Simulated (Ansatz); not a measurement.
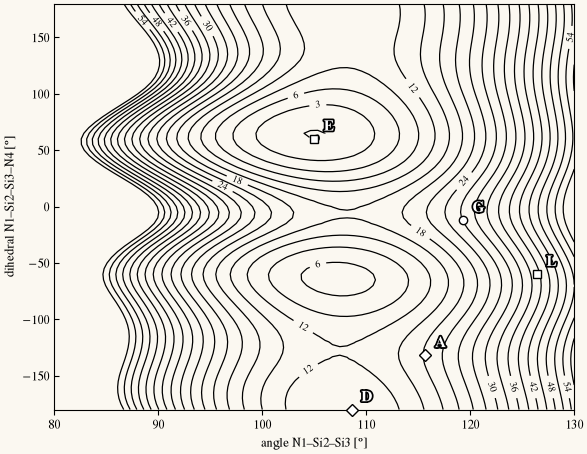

ClH₇N₂Si₂, SMILES N[SiH2][SiH](N)Cl. The first coordinate is: angle N1–Si2–Si3; the second: dihedral N1–Si2–Si3–N4. Nothing is relaxed (all other coordinates rigid). The scan uses a 15 × 15 grid. Points are written as (first, second). All energies are given in kJ/mol relative to the lowest grid point. The calculation used Ansatz, RHF/def2-SVP.

In the figure: contour lines labelled in kJ/mol (none above 57), lettered points. Between grid points the surface is interpolated.

**Is D the lowest point of the computed grid?**

No. D lies 9 kJ/mol above the lowest grid point, which is at (105.0°, 60°). It is a local minimum.

**Rank the lettered points by energy, lowest first.**

E (0 kJ/mol), D (9 kJ/mol), A (18 kJ/mol), G (27 kJ/mol), L (38 kJ/mol).

**What kind of point is each of A, D, E, G, L: minimum, saddle, maximum or slope?**

A: on a slope; D: minimum; E: minimum; G: on a slope; L: on a slope. (In these two coordinates alone; a stationary point may lie a little off the grid point.)
